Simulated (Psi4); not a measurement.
# CH5OSi (SMILES [CH2]O[SiH3]): U-wB97X-V/6-311+G(d,p)

Aim: the vertical doublet–quartet gap of CH5OSi at U-wB97X-V/6-311+G**, from 2 runs. 

The calculation is run with Psi4 1.11.

2 further runs of the same task are left out: 2 set aside as unsound or not needed.

### 1 The molecule

CH5OSi: 8 atoms, total charge 0, spin state doublet. As SMILES, `[CH2]O[SiH3]`. The shape is that of a GFN2-xTB optimisation. This is one conformer, not always the lowest.

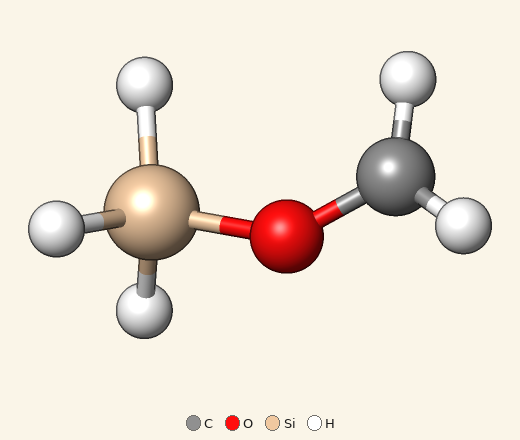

Viewed from a chosen angle; carbon grey, oxygen red, silicon light orange, hydrogen white.

### 2 The energy at U-wB97X-V/6-311+G(d,p)

Input file run_ase.py:

```python
import numpy as np
from ase.calculators.psi4 import Psi4
from ase import Atoms

atoms = Atoms(['C', 'O', 'Si', 'H', 'H', 'H', 'H', 'H'], positions=[
    [-0.581920, 0.826180, -1.214720],
    [-0.012450, -0.205200, -0.592390],
    [0.424400, -0.667790, 0.900730],
    [-0.643270, 0.771430, -2.283780],
    [-0.837430, 1.712660, -0.667600],
    [0.108040, 0.354200, 1.898660],
    [1.865790, -0.892550, 0.813090],
    [-0.323150, -1.898940, 1.146010],
])
calc = Psi4(atoms=atoms, method='wb97x-v', basis='6-311+G**', memory='1600MB', num_threads=1, charge=0, multiplicity=2, label='calc', reference='uks')
calc.psi4.set_options({'puream': True, 'e_convergence': 1e-09, 'd_convergence': 1e-08, 'scf_type': 'pk', 'dft_radial_points': 99, 'dft_spherical_points': 590, 'maxiter': 200})
atoms.calc = calc

print(f'energy: {atoms.get_potential_energy():.6f} eV')
```

Launch:

```console
$ python run_ase.py
```

calc.dat:

```text
[...]
  Running in c1 symmetry.
[...]
  Nuclear repulsion =  110.796601396130228
[...]
  Multiplicity = 2
[...]
  Nalpha       = 17
  Nbeta        = 16
[...]
    Number of basis functions: 104
[...]
   @UKS iter   1:  -405.62333510345240   -5.73250e-01   5.16683e-03 ADIIS/DIIS
[...]
   @UKS iter  12:  -405.73039106353787   -1.36424e-11   4.48871e-09 DIIS
[...]
   @S^2 Observed:                7.533366686E-01
[...]
    Orbital Energies [Eh]
    ---------------------
    Alpha Occupied:
       1A    -66.149392     2A    -19.233917     3A    -10.314434
       4A     -5.408801     5A     -3.761336     6A     -3.757778
       7A     -3.757340     8A     -1.188881     9A     -0.820819
      10A     -0.678463    11A     -0.596932    12A     -0.583981
      13A     -0.551816    14A     -0.476331    15A     -0.449915
      16A     -0.422947    17A     -0.273457
    Alpha Virtual:
      18A      0.054744    19A      0.059556    20A      0.078578
      21A      0.081379    22A      0.090215    23A      0.111519
      24A      0.125043    25A      0.140919    26A      0.146213
[...]
  @UKS Final Energy:  -405.73039106353787
   => Energetics <=
    Nuclear Repulsion Energy =            110.7966013961302281
    One-Electron Energy =                -778.6996952250920003
    Two-Electron Energy =                 288.6559839992413004
    DFT Exchange-Correlation Energy =     -26.6178682128161022
    Empirical Dispersion Energy =           0.0000000000000000
    VV10 Nonlocal Energy =                  0.1345869789987726
    Total Energy =                       -405.7303910635378656
[...]
 Multipole Moments:
 ------------------------------------------------------------------------------------
     Multipole            Electronic (a.u.)      Nuclear  (a.u.)        Total (a.u.)
 ------------------------------------------------------------------------------------
 L = 1.  Multiply by 2.5417464519 to convert [e a0] to [Debye]
 Dipole X            :          0.2479847           -0.2071559            0.0408288
 Dipole Y            :         -0.8117586            0.9557711            0.1440124
 Dipole Z            :         -0.3665719            0.7072328            0.3406609
 Magnitude           :                                                    0.3720973
[...]
```

On the terminal:

```text
energy: -11040.486293 eV
```

Wall time 1.7 min (1 thread of AMD EPYC 9R45 (Zen 5), shared host); peak memory 0.81 GiB.

### 3 The quartet at the same level

Input file input.json:

```json
{
 "schema_name": "qcschema_input",
 "schema_version": 1,
 "molecule": {
  "schema_name": "qcschema_molecule",
  "schema_version": 2,
  "symbols": ["C", "O", "Si", "H", "H", "H", "H", "H"],
  "geometry": [-1.09966943, 1.56125393, -2.29548812, -0.02352709, -0.3877718, -1.11945486, 0.80199977, -1.26194021, 1.70213301, -1.21560412, 1.45779142, -4.31571873, -1.58251335, 3.23645834, -1.26158116, 0.20416601, 0.66934099, 3.5879474, 3.52583211, -1.68667505, 1.53651741, -0.610665, -3.58847653, 2.16564504],
  "molecular_charge": 0,
  "molecular_multiplicity": 4,
  "fix_symmetry": "c1"
 },
 "driver": "energy",
 "model": {
  "method": "wb97x-v",
  "basis": "6-311+G**"
 },
 "keywords": {
  "reference": "uks",
  "puream": true,
  "e_convergence": 1e-09,
  "d_convergence": 1e-08,
  "scf_type": "pk",
  "dft_radial_points": 99,
  "dft_spherical_points": 590,
  "maxiter": 200
 }
}
```

Launch:

```console
$ psi4 --qcschema input.json -n 1 --memory 1600MB
```

stdout:

```text
[...]
  Running in c1 symmetry.
[...]
  Nuclear repulsion =  110.796601423449161
[...]
  Multiplicity = 4
[...]
  Nalpha       = 18
  Nbeta        = 15
[...]
    Number of basis functions: 104
[...]
   @UKS iter   1:  -405.32004529606053   -2.69962e-01   5.04174e-03 DIIS/ADIIS
[...]
   @UKS iter  26:  -405.44448398238040   -8.71410e-11   7.99700e-09 DIIS
[...]
   @S^2 Observed:                3.762547336E+00
[...]
    Orbital Energies [Eh]
    ---------------------
    Alpha Occupied:
       1A    -66.160094     2A    -19.341803     3A    -10.364705
       4A     -5.419662     5A     -3.773369     6A     -3.769766
       7A     -3.766927     8A     -1.280397     9A     -0.883287
      10A     -0.736233    11A     -0.673724    12A     -0.642270
      13A     -0.620827    14A     -0.533151    15A     -0.503188
      16A     -0.462784    17A     -0.327755    18A     -0.141470
    Alpha Virtual:
      19A      0.050581    20A      0.067145    21A      0.071231
      22A      0.074857    23A      0.098475    24A      0.113233
      25A      0.118760    26A      0.129309    27A      0.131947
[...]
  @UKS Final Energy:  -405.44448398238040
   => Energetics <=
    Nuclear Repulsion Energy =            110.7966014234491610
    One-Electron Energy =                -777.2138594914252963
    Two-Electron Energy =                 287.3580416436591349
    DFT Exchange-Correlation Energy =     -26.5186814442627430
    Empirical Dispersion Energy =           0.0000000000000000
    VV10 Nonlocal Energy =                  0.1334138861993496
    Total Energy =                       -405.4444839823804045
[...]
 Multipole Moments:
 ------------------------------------------------------------------------------------
     Multipole            Electronic (a.u.)      Nuclear  (a.u.)        Total (a.u.)
 ------------------------------------------------------------------------------------
 L = 1.  Multiply by 2.5417464519 to convert [e a0] to [Debye]
 Dipole X            :         -0.2756626           -0.2071559           -0.4828184
 Dipole Y            :         -0.0160655            0.9557710            0.9397056
 Dipole Z            :         -1.4133353            0.7072328           -0.7061025
 Magnitude           :                                                    1.2707246
[...]
```

The result, in JSON:

```text
{
 "driver": "energy",
 "model": {
  "method": "wb97x-v",
  "basis": "6-311+G**"
 },
 "success": true,
 "return_result": -405.4444839823804,
 "properties": {
  "calcinfo_nbasis": 104,
  "calcinfo_nmo": 104,
  "calcinfo_nalpha": 18,
  "calcinfo_nbeta": 15,
  "calcinfo_natom": 8,
  "nuclear_repulsion_energy": 110.79660142344916,
  "return_energy": -405.4444839823804,
  "scf_one_electron_energy": -777.2138594914253,
  "scf_two_electron_energy": 287.35804164365913,
  "scf_vv10_energy": 0.13341388619934963,
  "scf_xc_energy": -26.518681444262743,
  "scf_dipole_moment": [-0.48281843311017875, 0.9397055860252218, -0.7061025181897558],
  "scf_total_energy": -405.4444839823804,
  "scf_iterations": 26
 }
}
```

Wall time 3.4 min (1 thread of AMD EPYC 9R45 (Zen 5), shared host); peak memory 0.8 GiB.

### 4 Outcome

At U-wB97X-V/6-311+G**:

```
                                        quantity          value
                           doublet: total energy  -405.73039 Eh
                          doublet: dipole moment         0.95 D
     doublet: HOMO energy (highest over α and β)       -7.44 eV
      doublet: LUMO energy (lowest over α and β)        1.22 eV
                                   doublet: ⟨S²⟩          0.753
                           quartet: total energy  -405.44448 Eh
                          quartet: dipole moment         3.23 D
     quartet: HOMO energy (highest over α and β)       -3.85 eV
                                   quartet: ⟨S²⟩          3.763
vertical energy of the quartet above the doublet       7.780 eV
```

At this shape the quartet lies 7.78 eV (179 kcal/mol) above the doublet.
